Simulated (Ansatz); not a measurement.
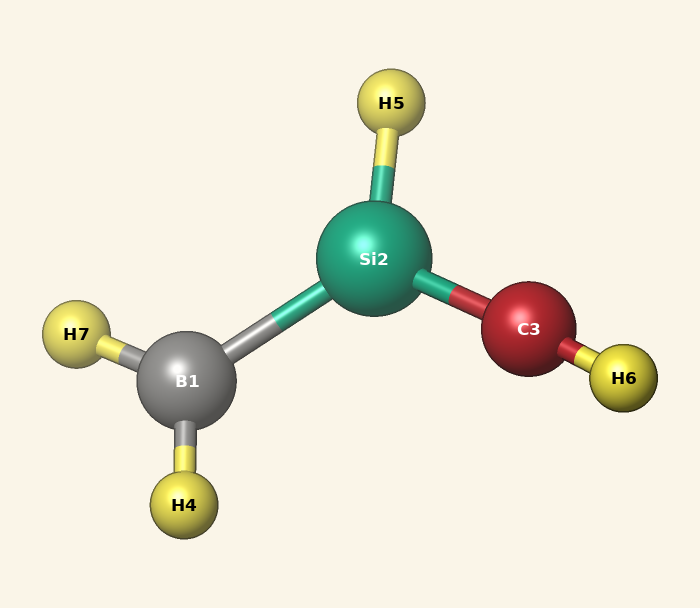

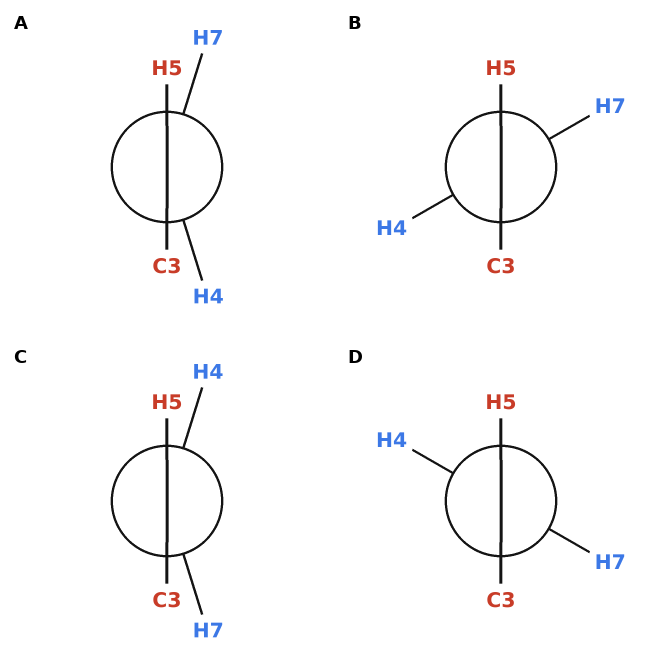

Atoms fade into the background with distance from the viewer. Bonds that would overlap in a projection are set slightly apart. Charge 0, doublet. The geometry was computed by an optimisation with PBE0-D4/def2-TZVP. No frequency run is at hand to confirm it as a minimum.

Which Newman projection shows the view along Si2–B1, with Si2 in front?

Answer. A. The torsion angle C3–Si2–B1–H4 is 0°, synperiplanar (eclipsed).
